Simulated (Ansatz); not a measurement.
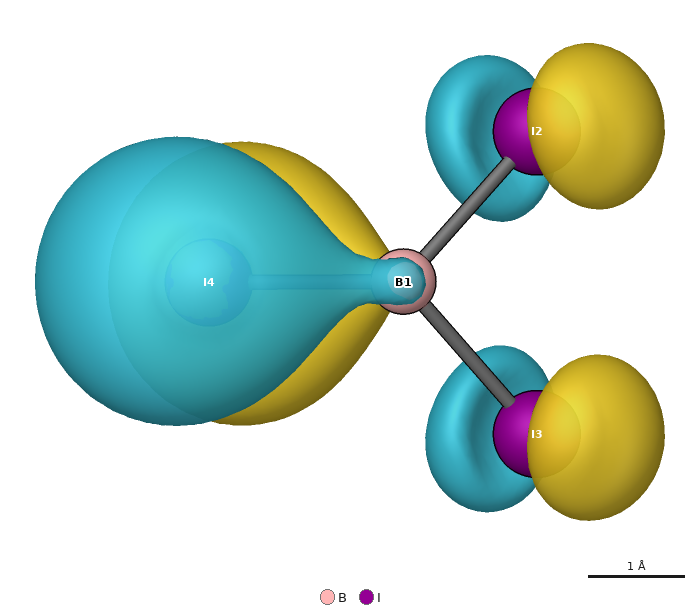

Figure. BI$_{3}$ (triplet). The HOMO−1 (β) at ±0.08 Å⁻³ᐟ² (yellow and cyan are the two phases), seen across its widest extent.

Geometry: PBE0-D3(BJ)/def2-SVP; core potentials replace the inner electrons of I.

Level of theory: isolated molecule in a Gaussian basis; Kohn-Sham density functional theory, functional PBE0 (Ansatz 0.2.0).

Input file:

```
basis:
  gaussian:
    orbitals: def2-TZVPD
crystal:
  periodic: [false, false, false]
  atoms:
    - {symbol: B, position_ang: [-0.269159, 0.228099, -0.559369]}
    - {symbol: I, position_ang: [-1.077522, -1.886062, -0.676908]}
    - {symbol: I, position_ang: [0.925421, -0.363732, 1.273554]}
    - {symbol: I, position_ang: [-1.635840, 1.870718, -0.437867]}
magnetization:
  spin_polarized: true
  initial_magnetization: 2
total_charge: 0
output:
  forces: true
  orbitals: {seedname: orbitals}
hamiltonian:
  xc: pbe0
```

Run with:

```sh
ansatz run input.yaml --threads 1 --pin off --max-ram 2610MiB --events-out events.jsonl --progress --plain --runs-dir runs
```

**Describe this orbital and give its energy.**

Its weight (Hirshfeld) is mainly on I4 (about 80 %), I2 (about 10 %) and I3 (about 10 %); largely a lone pair of I4. Its energy is −7.63 eV.
